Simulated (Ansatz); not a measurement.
**C₄H₅F₃: up Jacob's ladder to CCSD(T)**

How much do the methods differ for C₄H₅F₃? The plan is to run it at one geometry with functionals of several rungs and with coupled cluster. The yardstick is the atomisation energy at the CCSD(T) limit.

Method: functionals in def2-TZVPP, the program's frozen cores in correlated methods; program: Ansatz 0.2.0, Gaussian basis.

The runs, in order: LDA (SPW92), PBE-D4, revPBE-D4, BLYP-D4, r2SCAN-D4, B97M-V, PBE0-D4, B3LYP-D4, r2SCANh-D4, r2SCAN0-D4, HSE06-D4, BHLYP-D4, CAM-B3LYP-D4, LC-ωPBE, ωB97X-V, ωB97M-V, B2PLYP, PBE-QIDH; CCSD(T)/def2-SVP; CCSD(T)/def2-TZVPP; MP2/def2-QZVPP; extrapolation to the limit; RPA on PBE.

## (1) The geometry

All runs share one geometry, relaxed beforehand with PBE0-D4 in a triple-zeta def2 set.

SMILES `FC1CCC1(F)F`, 12 atoms, charge 0, spin multiplicity 1.

Atoms are counted from 1 here; the program's logs count them from 0.

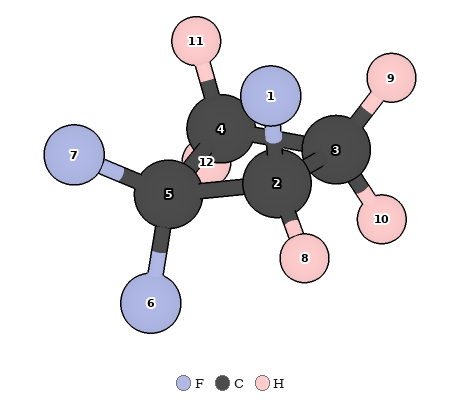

The geometry (fluorine light blue, carbon dark grey, hydrogen pink); atoms are numbered from 1 in the order of the file.

## (2) LDA

This LDA is Slater exchange with PW92 correlation.

in.yaml

```yaml
crystal:
  periodic: [false, false, false]
  atoms:
    - {symbol: F, position_ang: [-1.679806, 0.548062, 1.058867]}
    - {symbol: C, position_ang: [-0.533601, 0.852936, 0.372444]}
    - {symbol: C, position_ang: [-0.475039, 0.136243, -0.985794]}
    - {symbol: C, position_ang: [0.394103, -0.980297, -0.355912]}
    - {symbol: C, position_ang: [0.640105, -0.041129, 0.818515]}
    - {symbol: F, position_ang: [1.811601, 0.635318, 0.695169]}
    - {symbol: F, position_ang: [0.592133, -0.549814, 2.057089]}
    - {symbol: H, position_ang: [-0.366099, 1.930452, 0.415870]}
    - {symbol: H, position_ang: [-1.447699, -0.158794, -1.375303]}
    - {symbol: H, position_ang: [0.057803, 0.722492, -1.734078]}
    - {symbol: H, position_ang: [-0.198931, -1.838881, -0.041982]}
    - {symbol: H, position_ang: [1.282329, -1.311789, -0.890785]}
basis:
  gaussian: {orbitals: def2-TZVPP}
hamiltonian: {xc: lda}
output: {orbitals: {seedname: orbitals}}
```

Started as:

```sh
$ ansatz run in.yaml --threads 4 --pin off --events-out ev --progress --plain --max-ram 11315MiB
```

The program printed, cut to the lines that bear on the results:

```text
Functional definition: SPW92
  name "SPW92"
  cite "Dirac, Proc. Camb. Phil. Soc. 26, 376 (1930) doi:10.1017/S0305004100016108"
  cite "Slater, Phys. Rev. 81, 385 (1951) doi:10.1103/PhysRev.81.385"
  cite "Perdew & Wang, Phys. Rev. B 45, 13244 (1992) doi:10.1103/PhysRevB.45.13244"
[...]
1483 factors; their error is unknown
[...]
mean field -12294.10352457 eV, -451.7999712851 hartree, gradient 8.9e-6 eV, S^2 0.000000; 0 other end points of the search recorded, 0 dependent functions left out
reference -12294.10355670 eV, -451.7999724662 hartree; 28, 28 occupied and 259, 259 virtual orbitals, 1483 factors
Total energy: -12294.10355670 eV, -451.7999724662 hartree
```

Wall time 2 s (4 threads of Intel Xeon Platinum 8259CL at 2.50GHz, shared host); peak memory 0.41 GiB.

Atomisation energy: 5861.7 kJ/mol (free atoms -12233.352 eV, run apart). HOMO -7.45 eV, LUMO -0.30 eV.

## (3) PBE-D4 (GGA)

in.yaml, as its differences from that of step 2:

```diff
@@ -17,3 +17,3 @@
   gaussian: {orbitals: def2-TZVPP}
-hamiltonian: {xc: lda}
-output: {orbitals: {seedname: orbitals}}
+hamiltonian: {xc: pbe, dispersion: d4}
+output: {forces: true, orbitals: {seedname: orbitals}}
```

Same command.

The program printed, cut to the lines that bear on the results:

```text
Functional definition: PBE
  name "PBE"
  cite "Perdew, Burke & Ernzerhof, Phys. Rev. Lett. 77, 3865 (1996) doi:10.1103/PhysRevLett.77.3865"
  parent pbe
[...]
1483 factors; their error is unknown
[...]
mean field -12371.44319369 eV, -454.6421517029 hartree, gradient 7.7e-5 eV, S^2 0.000000; 0 other end points of the search recorded, 0 dependent functions left out
[...]
Atom 8 at    -1.447699    -0.158794    -1.375303 Å, force    -0.199177    -0.051942    -0.087958 eV/Å
Atom 9 at     0.057803     0.722492    -1.734078 Å, force     0.095135     0.115199    -0.163747 eV/Å
Atom 10 at    -0.198931    -1.838881    -0.041982 Å, force    -0.111479    -0.185503     0.048846 eV/Å
Atom 11 at     1.282329    -1.311789    -0.890785 Å, force     0.179925    -0.083529    -0.111326 eV/Å
Dipole moment:    -0.030341    -0.025488    -0.488725 e Å
```

Run time: 3.7 s. Hardware: 4 threads of Intel Xeon Platinum 8259CL at 2.50GHz, shared host; peak memory 0.42 GiB.

With the free atoms at this level, -12318.304 eV in sum, the atomisation energy is 5149.8 kJ/mol. HOMO -7.27 eV, LUMO -0.04 eV.

## (4) revPBE-D4 (GGA)

in.yaml, as its differences from that of step 3:

```diff
@@ -17,3 +17,3 @@
   gaussian: {orbitals: def2-TZVPP}
-hamiltonian: {xc: pbe, dispersion: d4}
-output: {forces: true, orbitals: {seedname: orbitals}}
+hamiltonian: {xc: {name: revPBE}, dispersion: d4}
+output: {orbitals: {seedname: orbitals}}
```

Launched as before.

The program printed, cut to the lines that bear on the results:

```text
Functional definition: revPBE
  name "revPBE"
  cite "Zhang & Yang, Phys. Rev. Lett. 80, 890 (1998) doi:10.1103/PhysRevLett.80.890"
  cite "Perdew, Burke & Ernzerhof, Phys. Rev. Lett. 77, 3865 (1996) doi:10.1103/PhysRevLett.77.3865"
[...]
1483 factors; their error is unknown
[...]
mean field -12380.56320692 eV, -454.9773060071 hartree, gradient 8.3e-6 eV, S^2 0.000000; 0 other end points of the search recorded, 0 dependent functions left out
reference -12380.56325251 eV, -454.9773076826 hartree; 28, 28 occupied and 259, 259 virtual orbitals, 1483 factors
Total energy: -12381.39853141 eV, -455.0080036161 hartree
```

Wall time 2.8 s (4 threads of Intel Xeon Platinum 8259CL at 2.50GHz, shared host); peak memory 0.42 GiB.

With the free atoms at this level, -12329.686 eV in sum, the atomisation energy is 4989.5 kJ/mol. HOMO -7.19 eV, LUMO 0.05 eV.

## (5) BLYP-D4 (GGA)

in.yaml, as its differences from that of step 4:

```diff
@@ -17,3 +17,3 @@
   gaussian: {orbitals: def2-TZVPP}
-hamiltonian: {xc: {name: revPBE}, dispersion: d4}
+hamiltonian: {xc: {name: BLYP}, dispersion: d4}
 output: {orbitals: {seedname: orbitals}}
```

The command is unchanged.

The program printed, cut to the lines that bear on the results:

```text
Functional definition: BLYP
  name "BLYP"
  cite "Becke, Phys. Rev. A 38, 3098 (1988) doi:10.1103/PhysRevA.38.3098"
  cite "Lee, Yang & Parr, Phys. Rev. B 37, 785 (1988) doi:10.1103/PhysRevB.37.785"
[...]
1483 factors; their error is unknown
[...]
mean field -12381.89308731 eV, -455.0261782102 hartree, gradient 8.8e-6 eV, S^2 0.000000; 0 other end points of the search recorded, 0 dependent functions left out
reference -12381.89342063 eV, -455.0261904594 hartree; 28, 28 occupied and 259, 259 virtual orbitals, 1483 factors
Total energy: -12382.42618333 eV, -455.0457691276 hartree
```

Wall time 2.7 s (4 threads of Intel Xeon Platinum 8259CL at 2.50GHz, shared host); peak memory 0.42 GiB.

Atomisation energy: 4960.1 kJ/mol (free atoms -12331.019 eV, run apart). HOMO -7.24 eV, LUMO 0.06 eV.

## (6) r2SCAN-D4 (meta-GGA)

in.yaml, as its differences from that of step 5:

```diff
@@ -17,3 +17,3 @@
   gaussian: {orbitals: def2-TZVPP}
-hamiltonian: {xc: {name: BLYP}, dispersion: d4}
-output: {orbitals: {seedname: orbitals}}
+hamiltonian: {xc: r2scan, dispersion: d4}
+output: {forces: true, orbitals: {seedname: orbitals}}
```

Same command.

The program printed, cut to the lines that bear on the results:

```text
Functional definition: r2SCAN
  name "r2SCAN"
  cite "Furness, Kaplan, Ning, Perdew & Sun, J. Phys. Chem. Lett. 11, 8208 (2020) doi:10.1021/acs.jpclett.0c02405"
  cite "Furness, Kaplan, Ning, Perdew & Sun, J. Phys. Chem. Lett. 11, 9248 (2020) doi:10.1021/acs.jpclett.0c03077"
  parent r2scan
[...]
1483 factors; their error is unknown
[...]
Atom 8 at    -1.447699    -0.158794    -1.375303 Å, force     0.004778     0.005368     0.004592 eV/Å
Atom 9 at     0.057803     0.722492    -1.734078 Å, force    -0.002349    -0.003282     0.007080 eV/Å
Atom 10 at    -0.198931    -1.838881    -0.041982 Å, force     0.001735     0.006912     0.001446 eV/Å
Atom 11 at     1.282329    -1.311789    -0.890785 Å, force    -0.002067    -0.005214     0.000139 eV/Å
Dipole moment:    -0.031768    -0.026152    -0.511068 e Å
```

Run time: 6 s. Hardware: 4 threads of Intel Xeon Platinum 8259CL at 2.50GHz, shared host; peak memory 0.45 GiB.

With the free atoms at this level, -12327.145 eV in sum, the atomisation energy is 4993.2 kJ/mol. HOMO -7.61 eV, LUMO 0.40 eV.

## (7) B97M-V (meta-GGA)

in.yaml, as its differences from that of step 6:

```diff
@@ -17,3 +17,3 @@
   gaussian: {orbitals: def2-TZVPP}
-hamiltonian: {xc: r2scan, dispersion: d4}
-output: {forces: true, orbitals: {seedname: orbitals}}
+hamiltonian: {xc: {name: B97M-V}}
+output: {orbitals: {seedname: orbitals}}
```

The command is unchanged.

The program printed, cut to the lines that bear on the results:

```text
Functional definition: B97M-V
  name "B97M-V"
  cite "Mardirossian & Head-Gordon, J. Chem. Phys. 142, 074111 (2015) doi:10.1063/1.4907719"
  cite "Becke, J. Chem. Phys. 107, 8554 (1997) doi:10.1063/1.475007"
  cite "Vydrov & Van Voorhis, J. Chem. Phys. 133, 244103 (2010) doi:10.1063/1.3521275"
  # Of w^i u^j: cxij and so on, Table III.
[...]
  gx(w, u) = cx00 + cx01*u + cx02*u^2 + (cx10 + cx11*u)*w
[...]
  gos(w, u) = cos00 + cos01*u + cos03*u^3 + cos10*w + cos32*w^3*u^2
[...]
      + integral(e_c_pw_mod_opposite_spin*gos(b97_w_opposite, b97_u_opposite)) + vv10(b, c)
1483 factors; their error is unknown
[...]
mean field -12381.88833663 eV, -455.0260036260 hartree, gradient 2.8e-5 eV, S^2 0.000000; 0 other end points of the search recorded, 0 dependent functions left out
reference -12381.88838742 eV, -455.0260054924 hartree; 28, 28 occupied and 259, 259 virtual orbitals, 1483 factors
Total energy: -12381.88838742 eV, -455.0260054924 hartree
```

Run time: 11 s. Hardware: 4 threads of Intel Xeon Platinum 8259CL at 2.50GHz, shared host; peak memory 0.51 GiB.

Atomisation energy: 4970.7 kJ/mol (free atoms -12330.370 eV, run apart). HOMO -7.77 eV, LUMO 0.28 eV.

## (8) PBE0-D4 (hybrid)

in.yaml, as its differences from that of step 7:

```diff
@@ -17,3 +17,3 @@
   gaussian: {orbitals: def2-TZVPP}
-hamiltonian: {xc: {name: B97M-V}}
+hamiltonian: {xc: pbe0, dispersion: d4}
 output: {orbitals: {seedname: orbitals}}
```

Same command.

The program printed, cut to the lines that bear on the results:

```text
Functional definition: PBE0
  name "PBE0"
  cite "Adamo & Barone, J. Chem. Phys. 110, 6158 (1999) doi:10.1063/1.478522"
  cite "Perdew, Burke & Ernzerhof, Phys. Rev. Lett. 77, 3865 (1996) doi:10.1103/PhysRevLett.77.3865"
  parent pbe
[...]
1483 factors; their error is unknown
[...]
mean field -12371.94271750 eV, -454.6605088640 hartree, gradient 5.6e-5 eV, S^2 0.000000; 0 other end points of the search recorded, 0 dependent functions left out
reference -12371.94274321 eV, -454.6605098091 hartree; 28, 28 occupied and 259, 259 virtual orbitals, 1483 factors
Total energy: -12372.13751755 eV, -454.6676676341 hartree
```

It took 4 s on 4 threads of Intel Xeon Platinum 8259CL at 2.50GHz, shared host; peak memory 0.8 GiB.

With the free atoms at this level, -12320.096 eV in sum, the atomisation energy is 5021.2 kJ/mol. HOMO -8.91 eV, LUMO 1.00 eV.

## (9) B3LYP-D4 (hybrid)

B3LYP here takes the VWN-RPA correlation.

in.yaml, as its differences from that of step 8:

```diff
@@ -17,3 +17,3 @@
   gaussian: {orbitals: def2-TZVPP}
-hamiltonian: {xc: pbe0, dispersion: d4}
-output: {orbitals: {seedname: orbitals}}
+hamiltonian: {xc: {name: B3LYP}, dispersion: d4}
+output: {forces: true, orbitals: {seedname: orbitals}}
```

Launched as before.

The program printed, cut to the lines that bear on the results:

```text
Functional definition: B3LYP
  name "B3LYP"
  cite "Stephens, Devlin, Chabalowski & Frisch, J. Phys. Chem. 98, 11623 (1994) doi:10.1021/j100096a001"
  cite "Becke, Phys. Rev. A 38, 3098 (1988) doi:10.1103/PhysRevA.38.3098"
  cite "Lee, Yang & Parr, Phys. Rev. B 37, 785 (1988) doi:10.1103/PhysRevB.37.785"
  cite "Vosko, Wilk & Nusair, Can. J. Phys. 58, 1200 (1980) doi:10.1139/p80-159"
[...]
1483 factors; their error is unknown
[...]
Atom 8 at    -1.447699    -0.158794    -1.375303 Å, force     0.059435     0.018945     0.012007 eV/Å
Atom 9 at     0.057803     0.722492    -1.734078 Å, force    -0.042958    -0.037469     0.031575 eV/Å
Atom 10 at    -0.198931    -1.838881    -0.041982 Å, force     0.047526     0.038452    -0.030069 eV/Å
Atom 11 at     1.282329    -1.311789    -0.890785 Å, force    -0.053621     0.014975     0.029034 eV/Å
Dipole moment:    -0.032078    -0.023374    -0.527556 e Å
```

Wall time 7 s (4 threads of Intel Xeon Platinum 8259CL at 2.50GHz, shared host); peak memory 0.94 GiB.

Atomisation energy: 4945.2 kJ/mol (free atoms -12333.809 eV, run apart). HOMO -8.72 eV, LUMO 0.71 eV.

## (10) r2SCANh-D4 (hybrid)

in.yaml, as its differences from that of step 9:

```diff
@@ -17,3 +17,3 @@
   gaussian: {orbitals: def2-TZVPP}
-hamiltonian: {xc: {name: B3LYP}, dispersion: d4}
-output: {forces: true, orbitals: {seedname: orbitals}}
+hamiltonian: {xc: {name: r2SCANh}, dispersion: d4}
+output: {orbitals: {seedname: orbitals}}
```

The command is unchanged.

The program printed, cut to the lines that bear on the results:

```text
Functional definition: r2SCANh
  name "r2SCANh"
  cite "Bursch, Neugebauer, Ehlert & Grimme, J. Chem. Phys. 156, 134105 (2022) doi:10.1063/5.0086040"
  cite "Furness, Kaplan, Ning, Perdew & Sun, J. Phys. Chem. Lett. 11, 8208 (2020) doi:10.1021/acs.jpclett.0c02405"
  cite "Furness, Kaplan, Ning, Perdew & Sun, J. Phys. Chem. Lett. 11, 9248 (2020) doi:10.1021/acs.jpclett.0c03077"
  parent r2scan
[...]
1483 factors; their error is unknown
[...]
mean field -12378.22640673 eV, -454.8914301840 hartree, gradient 9.6e-6 eV, S^2 0.000000; 0 other end points of the search recorded, 0 dependent functions left out
reference -12378.22641573 eV, -454.8914305149 hartree; 28, 28 occupied and 259, 259 virtual orbitals, 1483 factors
Total energy: -12378.28717135 eV, -454.8936632428 hartree
```

It took 6.5 s on 4 threads of Intel Xeon Platinum 8259CL at 2.50GHz, shared host; peak memory 0.83 GiB.

With the free atoms at this level, -12326.966 eV in sum, the atomisation energy is 4951.8 kJ/mol. HOMO -8.22 eV, LUMO 0.77 eV.

## (11) r2SCAN0-D4 (hybrid)

in.yaml, as its differences from that of step 10:

```diff
@@ -17,3 +17,3 @@
   gaussian: {orbitals: def2-TZVPP}
-hamiltonian: {xc: {name: r2SCANh}, dispersion: d4}
+hamiltonian: {xc: {name: r2SCAN0}, dispersion: d4}
 output: {orbitals: {seedname: orbitals}}
```

Same command.

The program printed, cut to the lines that bear on the results:

```text
Functional definition: r2SCAN0
  name "r2SCAN0"
  cite "Bursch, Neugebauer, Ehlert & Grimme, J. Chem. Phys. 156, 134105 (2022) doi:10.1063/5.0086040"
  cite "Furness, Kaplan, Ning, Perdew & Sun, J. Phys. Chem. Lett. 11, 8208 (2020) doi:10.1021/acs.jpclett.0c02405"
  cite "Furness, Kaplan, Ning, Perdew & Sun, J. Phys. Chem. Lett. 11, 9248 (2020) doi:10.1021/acs.jpclett.0c03077"
  parent r2scan
[...]
1483 factors; their error is unknown
[...]
mean field -12377.35643462 eV, -454.8594592989 hartree, gradient 2.7e-5 eV, S^2 0.000000; 0 other end points of the search recorded, 0 dependent functions left out
reference -12377.35644239 eV, -454.8594595844 hartree; 28, 28 occupied and 259, 259 virtual orbitals, 1483 factors
Total energy: -12377.42307517 eV, -454.8619082937 hartree
```

It took 6.5 s on 4 threads of Intel Xeon Platinum 8259CL at 2.50GHz, shared host; peak memory 0.83 GiB.

Atomisation energy: 4892.6 kJ/mol (free atoms -12326.714 eV, run apart). HOMO -9.13 eV, LUMO 1.31 eV.

## (12) HSE06-D4 (hybrid)

HSE06 is the plane-wave form, built on full-range PBE exchange.

in.yaml, as its differences from that of step 11:

```diff
@@ -17,3 +17,3 @@
   gaussian: {orbitals: def2-TZVPP}
-hamiltonian: {xc: {name: r2SCAN0}, dispersion: d4}
+hamiltonian: {xc: hse06, dispersion: d4}
 output: {orbitals: {seedname: orbitals}}
```

The command is unchanged.

The program printed, cut to the lines that bear on the results:

```text
Functional definition: HSE06
  name "HSE06"
  cite "Heyd, Scuseria & Ernzerhof, J. Chem. Phys. 118, 8207 (2003) doi:10.1063/1.1564060"
  cite "Krukau, Vydrov, Izmaylov & Scuseria, J. Chem. Phys. 125, 224106 (2006) doi:10.1063/1.2404663"
  cite "Heyd & Scuseria, J. Chem. Phys. 120, 7274 (2004) doi:10.1063/1.1668634"
  cite "Ernzerhof & Perdew, J. Chem. Phys. 109, 3313 (1998) doi:10.1063/1.476928"
[...]
1483 factors; their error is unknown
110 factors; integrals over basis functions are off by at most 2.3e-7 eV
[...]
mean field -12371.37538009 eV, -454.6396595988 hartree, gradient 8.3e-5 eV, S^2 0.000000; 0 other end points of the search recorded, 0 dependent functions left out
reference -12371.37541439 eV, -454.6396608595 hartree; 28, 28 occupied and 259, 259 virtual orbitals, 1483 factors
Total energy: -12371.55404631 eV, -454.6462254614 hartree
```

It took 4.7 s on 4 threads of Intel Xeon Platinum 8259CL at 2.50GHz, shared host; peak memory 0.85 GiB.

With the free atoms at this level, -12319.467 eV in sum, the atomisation energy is 5025.6 kJ/mol. HOMO -8.50 eV, LUMO 0.62 eV.

## (13) BHLYP-D4 (hybrid)

in.yaml, as its differences from that of step 12:

```diff
@@ -17,3 +17,3 @@
   gaussian: {orbitals: def2-TZVPP}
-hamiltonian: {xc: hse06, dispersion: d4}
+hamiltonian: {xc: {name: BHLYP}, dispersion: d4}
 output: {orbitals: {seedname: orbitals}}
```

The command is unchanged.

The program printed, cut to the lines that bear on the results:

```text
Functional definition: BHLYP
  name "BHLYP"
  cite "Becke, J. Chem. Phys. 98, 1372 (1993) doi:10.1063/1.464304"
  cite "Becke, Phys. Rev. A 38, 3098 (1988) doi:10.1103/PhysRevA.38.3098"
  cite "Lee, Yang & Parr, Phys. Rev. B 37, 785 (1988) doi:10.1103/PhysRevB.37.785"
[...]
1704 factors; their error is unknown
[...]
mean field -12379.02309539 eV, -454.9207079524 hartree, gradient 6.8e-5 eV, S^2 0.000000; 0 other end points of the search recorded, 0 dependent functions left out
reference -12379.02325476 eV, -454.9207138091 hartree; 28, 28 occupied and 259, 259 virtual orbitals, 1704 factors
Total energy: -12379.27495060 eV, -454.9299634607 hartree
```

Wall time 4.1 s (4 threads of Intel Xeon Platinum 8259CL at 2.50GHz, shared host); peak memory 0.85 GiB.

With the free atoms at this level, -12329.961 eV in sum, the atomisation energy is 4758.1 kJ/mol. HOMO -10.52 eV, LUMO 1.87 eV.

## (14) CAM-B3LYP-D4 (range-separated)

in.yaml, as its differences from that of step 13:

```diff
@@ -17,3 +17,3 @@
   gaussian: {orbitals: def2-TZVPP}
-hamiltonian: {xc: {name: BHLYP}, dispersion: d4}
+hamiltonian: {xc: {name: CAM-B3LYP}, dispersion: d4}
 output: {orbitals: {seedname: orbitals}}
```

Same command.

The program printed, cut to the lines that bear on the results:

```text
Functional definition: CAM-B3LYP
  name "CAM-B3LYP"
  cite "Yanai, Tew & Handy, Chem. Phys. Lett. 393, 51 (2004) doi:10.1016/j.cplett.2004.06.011"
  cite "Iikura, Tsuneda, Yanai & Hirao, J. Chem. Phys. 115, 3540 (2001) doi:10.1063/1.1383587"
  cite "Becke, Phys. Rev. A 38, 3098 (1988) doi:10.1103/PhysRevA.38.3098"
  cite "Lee, Yang & Parr, Phys. Rev. B 37, 785 (1988) doi:10.1103/PhysRevB.37.785"
[...]
  # Exact exchange under (alpha + beta erf(omega r))/r, Becke's under what is left of 1/r.
[...]
1483 factors; their error is unknown
342 factors; integrals over basis functions are off by at most 7.3e-6 eV
[...]
mean field -12380.59234056 eV, -454.9783766488 hartree, gradient 3.2e-5 eV, S^2 0.000000; 0 other end points of the search recorded, 0 dependent functions left out
reference -12380.59245703 eV, -454.9783809289 hartree; 28, 28 occupied and 259, 259 virtual orbitals, 1483 factors
Total energy: -12380.78509753 eV, -454.9854603366 hartree
```

Wall time 5.5 s (4 threads of Intel Xeon Platinum 8259CL at 2.50GHz, shared host); peak memory 0.91 GiB.

With the free atoms at this level, -12329.008 eV in sum, the atomisation energy is 4995.8 kJ/mol. HOMO -10.43 eV, LUMO 1.98 eV.

## (15) LC-ωPBE (range-separated)

in.yaml, as its differences from that of step 14:

```diff
@@ -17,3 +17,3 @@
   gaussian: {orbitals: def2-TZVPP}
-hamiltonian: {xc: {name: CAM-B3LYP}, dispersion: d4}
+hamiltonian: {xc: {name: LC-wPBE}}
 output: {orbitals: {seedname: orbitals}}
```

The command is unchanged.

The program printed, cut to the lines that bear on the results:

```text
Functional definition: LC-wPBE
  name "LC-wPBE"
  cite "Vydrov & Scuseria, J. Chem. Phys. 125, 234109 (2006) doi:10.1063/1.2409292"
  cite "Heyd & Scuseria, J. Chem. Phys. 120, 7274 (2004) doi:10.1063/1.1668634"
  cite "Ernzerhof & Perdew, J. Chem. Phys. 109, 3313 (1998) doi:10.1063/1.476928"
  cite "Perdew, Burke & Ernzerhof, Phys. Rev. Lett. 77, 3865 (1996) doi:10.1103/PhysRevLett.77.3865"
  parent pbe
[...]
1483 factors; their error is unknown
431 factors; integrals over basis functions are off by at most 1.6e-5 eV
[...]
mean field -12377.73956022 eV, -454.8735389048 hartree, gradient 4.5e-5 eV, S^2 0.000000; 0 other end points of the search recorded, 0 dependent functions left out
reference -12377.73956022 eV, -454.8735389050 hartree; 28, 28 occupied and 259, 259 virtual orbitals, 1483 factors
Total energy: -12377.73956022 eV, -454.8735389050 hartree
```

It took 3.7 s on 4 threads of Intel Xeon Platinum 8259CL at 2.50GHz, shared host; peak memory 0.6 GiB.

Atomisation energy: 5015.2 kJ/mol (free atoms -12325.761 eV, run apart). HOMO -11.69 eV, LUMO 3.26 eV.

## (16) ωB97X-V (range-separated)

in.yaml, as its differences from that of step 15:

```diff
@@ -17,3 +17,3 @@
   gaussian: {orbitals: def2-TZVPP}
-hamiltonian: {xc: {name: LC-wPBE}}
+hamiltonian: {xc: {name: wB97X-V}}
 output: {orbitals: {seedname: orbitals}}
```

Launched as before.

The program printed, cut to the lines that bear on the results:

```text
Functional definition: wB97X-V
  name "wB97X-V"
  cite "Mardirossian & Head-Gordon, Phys. Chem. Chem. Phys. 16, 9904 (2014) doi:10.1039/C3CP54374A"
  cite "Becke, J. Chem. Phys. 107, 8554 (1997) doi:10.1063/1.475007"
  cite "Vydrov & Van Voorhis, J. Chem. Phys. 133, 244103 (2010) doi:10.1063/1.3521275"
[...]
      + integral(e_c_pw_opposite_spin*poly(b97_u_opposite, cos0, cos1)) + vv10(b, c)
1483 factors; their error is unknown
342 factors; integrals over basis functions are off by at most 7.2e-6 eV
[...]
mean field -12380.94795663 eV, -454.9914452983 hartree, gradient 2.2e-5 eV, S^2 0.000000; 0 other end points of the search recorded, 0 dependent functions left out
reference -12380.94795494 eV, -454.9914452361 hartree; 28, 28 occupied and 259, 259 virtual orbitals, 1483 factors
Total energy: -12380.94795494 eV, -454.9914452361 hartree
```

Wall time 10 s (4 threads of Intel Xeon Platinum 8259CL at 2.50GHz, shared host); peak memory 0.98 GiB.

With the free atoms at this level, -12329.241 eV in sum, the atomisation energy is 4988.9 kJ/mol. HOMO -11.37 eV, LUMO 3.13 eV.

(Part 1 of 2 ends here.)
